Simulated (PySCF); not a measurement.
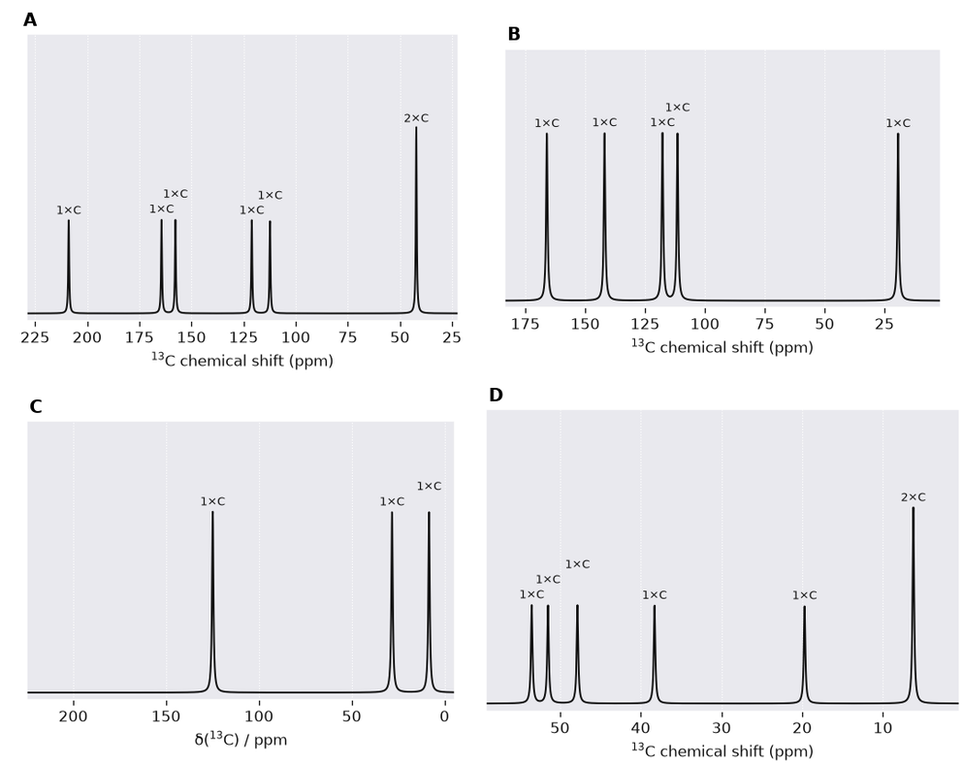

GIAO shifts, PBE0/pcSseg-1 (IEF-PCM tetrahydrofuran) with PySCF, at a PBE0-D3(BJ)/def2-SVP geometry (no frequency check), against TMS for ¹³C computed at the same level. fully decoupled, line heights follow the number of nuclei, widths are arbitrary (no quadrupolar broadening); values of one conformer, averaged over methyl-type rotors and exact or near symmetry; other conformers aren't averaged in.

**Pair each panel with its molecule.**
1. C₅H₁₀OSi, SMILES C=C/C=C(\C)O[SiH3]
2. C₇H₉FNP, SMILES CN(C)c1ccpc(F)c1
3. C₇H₁₅NOSi, SMILES O[SiH2]N1CC[C@H](C2CC2)C1
4. C₃H₁₀F₂Si₂, SMILES FC(F)[C@@H]([SiH3])C[SiH3]

A: 2 (208.9 (1 C), 164.3 (1 C), 157.7 (1 C), 121.1 (1 C), 112.3 (1 C), 42.1 (2 C) ppm)
B: 1 (166.0 (1 C), 141.9 (1 C), 117.7 (1 C), 111.4 (1 C), 19.3 (1 C) ppm)
C: 4 (124.8 (1 C), 28.2 (1 C), 8.3 (1 C) ppm)
D: 3 (53.5 (1 C), 51.5 (1 C), 47.8 (1 C), 38.3 (1 C), 19.7 (1 C), 6.2 (2 C) ppm)
